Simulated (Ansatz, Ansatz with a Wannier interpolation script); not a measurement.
# From a coarse GW mesh to bands everywhere: K2NaRhF6 (Fm-3m)

Wanted: quasiparticle gap and band widths of K2NaRhF6 (Fm-3m) over the whole zone.

Main program and level: Ansatz 0.2.0; LDA, Wannier functions and G0W0, plane waves, PAW.

**1. Set-up**

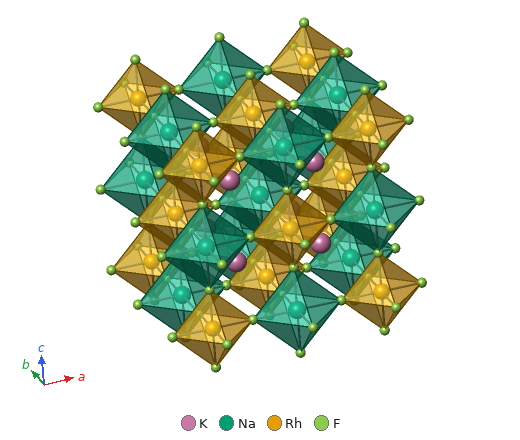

Start, viewed from a free direction; potassium pink, sodium teal, rhodium orange, fluorine green. This picture shows the conventional cell, with its axes. Some periodic images of atoms are drawn too.

As a file:

```cif
data_structure
_symmetry_space_group_name_H-M 'Fm-3m'
_symmetry_Int_Tables_number 225
_cell_length_a 8.3620
_cell_length_b 8.3620
_cell_length_c 8.3620
_cell_angle_alpha 90.000
_cell_angle_beta 90.000
_cell_angle_gamma 90.000
_cell_volume 584.70
loop_
_atom_site_label
_atom_site_type_symbol
_atom_site_symmetry_multiplicity
_atom_site_Wyckoff_symbol
_atom_site_fract_x
_atom_site_fract_y
_atom_site_fract_z
_atom_site_occupancy
K1 K 8 c 0.25000 0.75000 0.75000 1
Na1 Na 4 b 0.50000 0.00000 0.00000 1
Rh1 Rh 4 a 0.00000 0.00000 0.00000 1
F1 F 24 e 0.23800 0.00000 0.00000 1
```

The cell and positions come from the Crystallography Open Database and are kept as given unless a step says otherwise.

**2. LDA bands**

Levels along a band path, at the cheap level, show where the edges lie and whether the meshes to come will hold them.

This step: DFT, LDA, plane waves, PAW; PAW set soft_1.

The input, input.yaml:

```yaml
crystal:
  lattice:
    - [0.0, 4.181, 4.181]
    - [4.181, 0.0, 4.181]
    - [4.181, 4.181, 0.0]
  atoms:
    - { symbol: K, position: [0.25, 0.25, 0.25] }
    - { symbol: K, position: [0.75, 0.75, 0.75] }
    - { symbol: Na, position: [0.5, 0.5, 0.5] }
    - { symbol: Rh, position: [0.0, 0.0, 0.0] }
    - { symbol: F, position: [0.762, 0.238, 0.238] }
    - { symbol: F, position: [0.238, 0.762, 0.238] }
    - { symbol: F, position: [0.238, 0.762, 0.762] }
    - { symbol: F, position: [0.762, 0.238, 0.762] }
    - { symbol: F, position: [0.238, 0.238, 0.762] }
    - { symbol: F, position: [0.762, 0.762, 0.238] }
kpoints:
  mp_grid: { grid: [4, 4, 4] }
  band_path:
    path:
      - [[0.0, 0.0, 0.0], [0.5, 0.0, 0.5], [0.625, 0.25, 0.625]]
      - [[0.375, 0.375, 0.75], [0.0, 0.0, 0.0], [0.5, 0.5, 0.5], [0.5, 0.25, 0.75], [0.5, 0.0, 0.5]]
    npoints: 10
hamiltonian:
  xc: lda
  pseudopotentials: { kind: paw, azcp: { folder: soft_1 }, xc_functional: pbe }
scf:
  occupations: { method: fermi_dirac, width: 0.02 }
  n_extra_bands: 77
output:
  eigenvalues: true
  fatbands: true
  write_density: true
  write_potential: true
  elf: true
  volumetric_format: npy
```

Launch:

```console
> ansatz run input.yaml --threads 4 --pin off --max-ram 18432MiB --backend cpu --events-out ev --progress --plain --runs-dir out
```

Numbers of over 12 decimals in the logs are rounded to 6 here.

Output:

```text
scf.n_extra_bands = 77 over 43 filled bands (N_el = 86.0): the run solves 120 bands
Engine: ansatz 0.2.0, aarch64-unknown-linux-gnu
Pseudopotentials: kind: paw
Pseudopotential: K, paw, valence charge 9, recommended cutoff 420 eV (normal), soft_1/K.paw.azcp
Pseudopotential: Na, paw, valence charge 9, recommended cutoff 420 eV (normal), soft_1/Na.paw.azcp
Pseudopotential: Rh, paw, valence charge 17, recommended cutoff 420 eV (normal), soft_1/Rh.paw.azcp
Pseudopotential: F, paw, valence charge 7, recommended cutoff 420 eV (normal), soft_1/F.paw.azcp
Functional definition: SPW92
  exchange = slater_x
  correlation = pw_c
Crystal: 10 atoms, lattice volume = 146.174 Å³
Basis set: ecut = 420 eV, 2837 PW (Γ)
Bands: 120, of which v1, the nominal top of the filled ones, is band 43 counted from 1 (42 counted from 0)
Symmetry: 48 space group operations
Space group: Fm-3m (ITA 225), of the structure as read, at distance tolerance 5.3e-5 Å
k-points: 8 of 64
Non-local potential: K, projectors of the file, l = 0: 3, l = 1: 2, l = 2: 2
Non-local potential: Na, projectors of the file, l = 0: 3, l = 1: 2, l = 2: 1
Non-local potential: Rh, projectors of the file, l = 0: 3, l = 1: 2, l = 2: 2, l = 3: 1
Non-local potential: F, projectors of the file, l = 0: 2, l = 1: 2, l = 2: 1
PAW form: soft (Blöchl's): semilocal exchange-correlation on the pseudo side does not see the compensation charge
PAW frozen core: K, regenerated for the run's functional, and the local potential with it (the file was generated under x = pbe(κ = 0.804, μ = 0.219515), c = pbe(β = 0.066725))
PAW frozen core: Na, regenerated for the run's functional, and the local potential with it (the file was generated under x = pbe(κ = 0.804, μ = 0.219515), c = pbe(β = 0.066725))
PAW frozen core: Rh, regenerated for the run's functional, and the local potential with it (the file was generated under x = pbe(κ = 0.804, μ = 0.219515), c = pbe(β = 0.066725))
PAW frozen core: F, regenerated for the run's functional, and the local potential with it (the file was generated under x = pbe(κ = 0.804, μ = 0.219515), c = pbe(β = 0.066725))
PAW one-centre angular grid: K, 110 points (default); XC on 64 Gauss nodes
PAW one-centre angular grid: Na, 110 points (default); XC on 64 Gauss nodes
PAW one-centre angular grid: Rh, 590 points (default); XC on 64 Gauss nodes
PAW one-centre angular grid: F, 110 points (default); XC on 64 Gauss nodes
Initial density: superposition of atomic densities (chi_scale 0.1, normalization cell, long waves kept (reshape's long-wave potential 0.01 eV rms))
Initial wavefunctions: pseudopotential atomic-orbital guess
Functional: x = slater, c = lda
SCF iter   1: F=—  HF=-15518.148249 eV  |F-HF|=—  |Δ(HF+E_count)|=         —  Δρ=1.74e-1  dr2=3.37e1  ethr=3.10e-3  ⟨swp⟩=6.0  Hψ=4746  notcnv=0  defer=209
preconditioner: auto → Resta (q_TF=auto, 2.497 Å⁻¹)  ε∞=1.8  [insulator: Δε(μ)=1.679 eV  Ē_g=27.429 eV  σ=0.020 eV  W_gap=1.00  n_scr=50 (ndim 8)  ℏωp=25.0 eV  f_vac=0.009  D(μ)=0.00/eV (n_scr^D=0)  ε∞_Penn≈1.8]
SCF iter   2: F=—  HF=-15509.492820 eV  |F-HF|=—  |Δ(HF+E_count)|=    8.66e0  Δρ=6.56e-2  dr2=5.69e0  ethr=3.10e-3  ⟨swp⟩=2.0  Hψ=1497  notcnv=0  defer=559
SCF iter   3: F=—  HF=-15507.591625 eV  |F-HF|=—  |Δ(HF+E_count)|=    1.90e0  Δρ=1.23e-2  dr2=2.46e-1  ethr=3.10e-3  ⟨swp⟩=2.0  Hψ=1159  notcnv=0  defer=561
SCF iter   4: F=—  HF=-15507.480074 eV  |F-HF|=—  |Δ(HF+E_count)|=   1.12e-1  Δρ=1.77e-3  dr2=2.29e-3  ethr=2.86e-4  ⟨swp⟩=2.6  Hψ=771  notcnv=0  defer=561
SCF iter   5: F=—  HF=-15507.480159 eV  |F-HF|=—  |Δ(HF+E_count)|=   8.55e-5  Δρ=4.73e-4  dr2=1.59e-4  ethr=2.66e-6  ⟨swp⟩=2.0  Hψ=780  notcnv=0  defer=561
SCF iter   6: F=—  HF=-15507.480120 eV  |F-HF|=—  |Δ(HF+E_count)|=   3.98e-5  Δρ=7.36e-5  dr2=5.85e-6  ethr=1.85e-7  ⟨swp⟩=2.0  Hψ=691  notcnv=0  defer=561
SCF iter   7: F=—  HF=-15507.480122 eV  |F-HF|=—  |Δ(HF+E_count)|=   2.38e-6  Δρ=1.24e-5  dr2=2.45e-7  ethr=6.80e-9  ⟨swp⟩=2.2  Hψ=1012  notcnv=0  defer=561
SCF iter   8: F=-15507.480122 eV  HF=-15507.480122 eV  |F-HF|=3.99e-9  |Δ(HF+E_count)|=   3.23e-8  Δρ=3.00e-6  dr2=7.68e-9  ethr=1.16e-10  ⟨swp⟩=11.5  Hψ=6572  notcnv=0
SCF 1 converged in 8 iterations: F = -15507.480122 eV  dr2 = 7.68e-9
[...]
NSCF: frozen V_eff on 62 k-points
SCF converged after 8 iterations
Free energy (F): -15507.480122 eV
Harris-Foulkes:  -15507.480122 eV  (|F-HF|=3.99e-9)
Internal energy: -15507.480122 eV  (E = F + TS)
E sigma→0 (E₀):  -15507.480122 eV
Fermi energy:    5.696471 eV
--- Per-component energies (eV) ---
  E_band       = -927.917570
  E_kinetic    = 2329.703433
  E_local      = -8923.643286  (includes V_loc(G=0)·N_el)
  E_nonlocal   = 1151.084942
  E_hartree    = 3307.194553
  E_xc         = -952.362711
  E_vxc        = -1209.612148  (∫ρ·V_xc dr)
  E_paw        = -6388.758480  (= ΣΔE_a)
  E_vpaw       = -889.843017  (= ΣTr[D̂ρ^β])
  E_aug_tail   = 0.003799  (compensation charges beyond the density's cutoff)
  E_ewald      = -6032.660255
  E_core_change = 1.957883  (= ΣΔE_core)
  E_smearing   = -0.000000  (= −TS)
  E_closure    = 0.000000  (closes the sum)
  Σ components = -15507.480122   (vs F -15507.480122, Δ=0.00e0)
--- Band table (eV; the first three rows and the last of 8) ---
  k-point 0: bands = [... 39 lower, 1.8429, 4.5688, 4.5688, 4.5688, 7.0321, 7.0321, 8.6289, 11.7306, ... 73 higher]
  k-point 1: bands = [... 39 lower, 1.7730, 4.6024, 4.6304, 4.6304, 6.9862, 6.9862, 9.3127, 12.0486, ... 73 higher]
  k-point 2: bands = [... 39 lower, 1.6650, 4.6296, 4.6848, 4.6848, 6.9449, 6.9449, 10.7211, 10.9431, ... 73 higher]
  k-point 7: bands = [... 39 lower, 1.6413, 4.6689, 4.6689, 4.7887, 6.6932, 6.9785, 11.7370, 11.7370, ... 73 higher]
```

It took 20 s on 4 threads of Arm Neoverse V1, shared host; peak memory 0.92 GiB.

This step gave:

```
filled bands         : 43
gap                  : 1.783 eV
valence top at       : X
conduction bottom at : X
least direct gap     : 1.783 eV
```

The gap is direct, at (0.500, 0.000, 0.500).

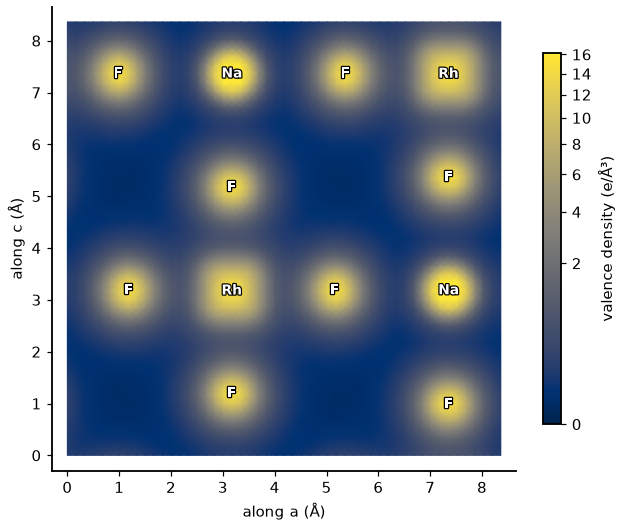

Valence density in the ac plane of the conventional cell at fractional y = 0.000, with atoms of Na and Rh and F within 0.2 Å of it. It is the smooth field of the valence electrons, not physical close to the nuclei. The map starts off the cell's origin, so that atoms lie inside it. The colour scale is stretched toward low values.

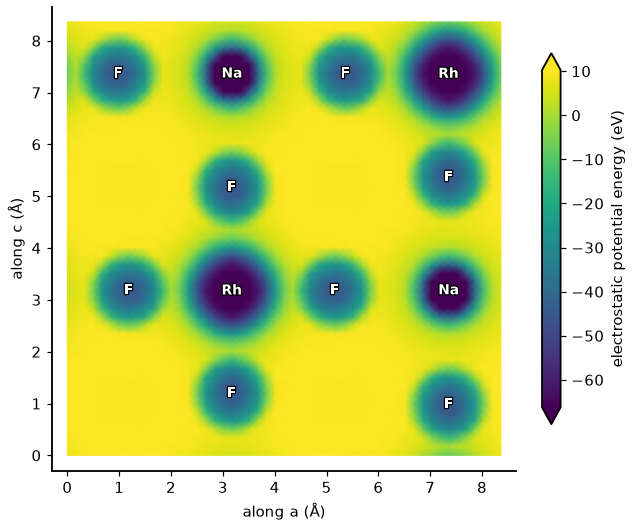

Electrostatic potential energy in the ac plane of the conventional cell at fractional y = 0.000, with atoms of Na and Rh and F within 0.2 Å of it. With pseudopotentials it is smooth inside the atoms' cores, unlike the true potential. The map starts off the cell's origin, so that atoms lie inside it.

**3. Wannier functions (F:2p Rh:4d) on 8×8×8**

Localised functions give a small Hamiltonian that interpolates between mesh points at no cost.

This step: maximally localised Wannier functions, LDA, plane waves, PAW; PAW set soft_1.

input.yaml, the sections that differ from step 2:

```yaml
kpoints:
  mp_grid: { grid: [4, 4, 4] }
scf:
  occupations: { method: fixed }
  n_extra_bands: 77
output:
  wannier:
    kmesh: [8, 8, 8]
    projections: [{ species: F, l: p, shell: 2 }, { species: Rh, l: d, shell: 4 }]
    minimise: true
    write_hr: true
    seedname: w
    conv_tol: 1.0e-06
    max_iter: 20000
    stability_check: false
    disentanglement:
      window: [-1.83, 10.07]
      frozen_window: [-1.83, 7.07]
      conv_tol: 1.0e-08
# crystal, hamiltonian: as in step 2
```

Output:

```text
[...]
Crystal: 10 atoms, lattice volume = 146.174 Å³
Basis set: ecut = 420 eV, 2837 PW (Γ)
Bands: 120, of which v1, the nominal top of the filled ones, is band 43 counted from 1 (42 counted from 0)
Symmetry: 48 space group operations
[...]
k-points: 8 of 64
[...]
SCF iter   1: F=—  HF=-15518.148507 eV  |F-HF|=—  |Δ(HF+E_count)|=         —  Δρ=1.74e-1  dr2=3.38e1  ethr=3.10e-3  ⟨swp⟩=5.1  Hψ=3325  notcnv=0  defer=574
[...]
SCF iter   9: F=-15507.480122 eV  HF=-15507.480122 eV  |F-HF|=1.46e-8  |Δ(HF+E_count)|=   1.37e-7  Δρ=4.43e-6  dr2=2.05e-8  ethr=1.16e-10  ⟨swp⟩=13.1  Hψ=7183  notcnv=0
SCF 1 converged in 9 iterations: F = -15507.480122 eV  dr2 = 2.05e-8
[...]
NSCF: frozen V_eff on 32 k-points
the Wannier pass solved 32 of the 512 points of its mesh, and has the states at the others by symmetry: states obtained by the crystal's operations at points that were solved too leave a residual of 5.77e-13 eV (read by the count's bands and the next), within 5.56e-6 eV
SCF converged after 9 iterations
Free energy (F): -15507.480122 eV
[...]
Internal energy: -15507.480122 eV  (E = F + TS)
E sigma→0 (E₀):  -15507.480122 eV
Fermi energy:    4.788714 eV
[...]
--- Band table (eV; the first three rows and the last of 8) ---
  k-point 0: bands = [... 39 lower, 1.8429, 4.5688, 4.5688, 4.5688, 7.0322, 7.0322, 8.6289, 11.7306, ... 73 higher]
  k-point 1: bands = [... 39 lower, 1.7730, 4.6024, 4.6304, 4.6304, 6.9862, 6.9862, 9.3127, 12.0486, ... 73 higher]
  k-point 2: bands = [... 39 lower, 1.6650, 4.6296, 4.6849, 4.6849, 6.9449, 6.9449, 10.7211, 10.9431, ... 73 higher]
  k-point 7: bands = [... 39 lower, 1.6413, 4.6689, 4.6689, 4.7887, 6.6932, 6.9785, 11.7370, 11.7370, ... 73 higher]
Wannier search: line search 1 of at most 20000: gauge-dependent spread (as the search counts it) 0.1784049 Å², largest recent change 5.6e-2 Å² against conv_tol 1.0e-6 Å², 0 stops escaped
```

Elapsed: 54 s, on 4 threads; peak memory 3.7 GiB; 3 min of CPU time.

This step gave:

```yaml
gauge_invariant_spread: 15.18 Å²
diagonal_spread: 8.59e-6 Å²
off_diagonal_spread: 0.1281 Å²
total_spread: 15.30 Å²
least_projectability: 0.8500
localisation_steps: 34
disentanglement_steps: 3
r_m_s_interpolation_error: 5.32e-5 eV
r_m_s_error_near_the_gap: 4.14e-5 eV
```

Near the gap the model misses directly solved bands by 0.0 meV r.m.s. and by 0 meV at most in the window tested. This tests the starting bands, not the corrections carried with them.

Wannier functions, by row:

```csv
function,x (Å),y (Å),z (Å),spread (Å²),nearest atom,distance (Å)
1,1.986,4.181,4.181,0.644,F5,0.005
2,2.013,4.181,4.181,0.604,F5,0.022
3,1.986,4.181,4.181,0.644,F5,0.005
4,4.181,1.986,4.181,0.644,F6,0.005
5,4.181,1.986,4.181,0.644,F6,0.005
6,4.181,2.013,4.181,0.604,F6,0.022
7,6.376,4.181,4.181,0.644,F7,0.005
8,6.349,4.181,4.181,0.604,F7,0.022
9,6.376,4.181,4.181,0.644,F7,0.005
10,4.181,6.376,4.181,0.644,F8,0.005
11,4.181,6.376,4.181,0.644,F8,0.005
12,4.181,6.349,4.181,0.604,F8,0.022
13,4.181,4.181,2.013,0.604,F9,0.022
14,4.181,4.181,1.986,0.644,F9,0.005
15,4.181,4.181,1.986,0.644,F9,0.005
16,4.181,4.181,6.349,0.604,F10,0.022
17,4.181,4.181,6.376,0.644,F10,0.005
18,4.181,4.181,6.376,0.644,F10,0.005
19,0,0,0,0.785,Rh4,0
20,0,0,0,0.795,Rh4,0
21,0,0,0,0.795,Rh4,0
22,0,0,0,0.785,Rh4,0
23,0,0,0,0.795,Rh4,0
```

Frozen up to 2.28 eV; above it the model need not follow the bands. The electronic bands at the labelled points (eV, zero at the valence-band top):

```csv
point,band 40,band 41,band 42,band 43,band 44,band 45
Γ,-2.95,-0.22,-0.22,-0.22,2.24,2.24
X,-2.96,-0.24,0.00,0.00,1.78,2.25
U,-3.05,-0.18,-0.04,-0.03,1.90,2.21
jump to K,-3.05,-0.18,-0.04,-0.03,1.90,2.21
Γ,-2.95,-0.22,-0.22,-0.22,2.24,2.24
L,-3.12,-0.16,-0.10,-0.10,2.16,2.16
W,-3.15,-0.12,-0.12,0.00,1.90,2.19
X,-2.96,-0.24,0.00,0.00,1.78,2.25
```

The same for Kohn-Sham, solved directly:

```csv
point,band 40,band 41,band 42,band 43,band 44,band 45
Γ,-2.95,-0.22,-0.22,-0.22,2.24,2.24
X,-2.96,-0.24,0.00,0.00,1.78,2.25
U,-3.05,-0.18,-0.04,-0.03,1.90,2.21
K,-3.05,-0.18,-0.04,-0.03,1.90,2.21
Γ,-2.95,-0.22,-0.22,-0.22,2.24,2.24
L,-3.12,-0.16,-0.10,-0.10,2.16,2.16
W,-3.15,-0.12,-0.12,0.00,1.90,2.19
X,-2.96,-0.24,0.00,0.00,1.78,2.25
```

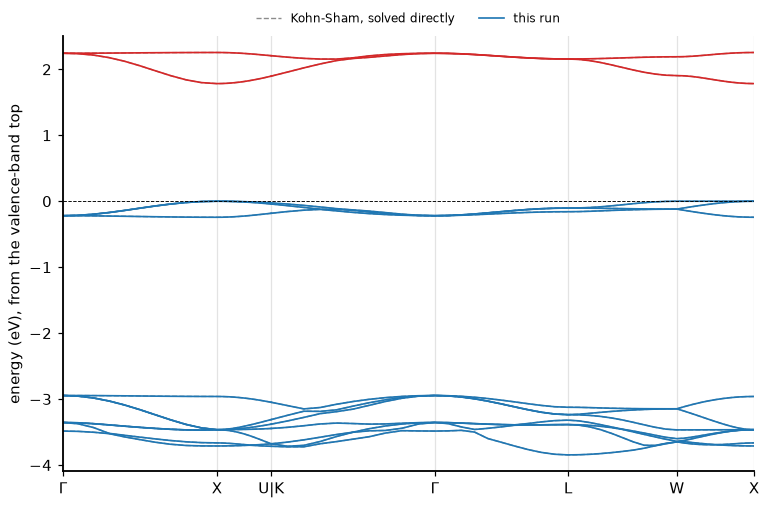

Electronic bands along the path; lines of filled and empty bands in two colours; dashed: Kohn-Sham, solved directly.

(Continued in part 2 of 2.)

[Paths, hosts, dates, memory and timing lines, banners, echoed tables and standing remarks are left out of the program output.]

[Logs are printed without paths, hosts, clocks, repeated set-up lines and the standing remarks that a program may print on its own settings, such as how far it seeks lower states.]

[Runs of the session that timed out or met a known fault of the program may be left out.]

[Hosts, paths, dates, database ids (printed as entryN), source tags and the programs' standing remarks are cut or masked in the printed files.]
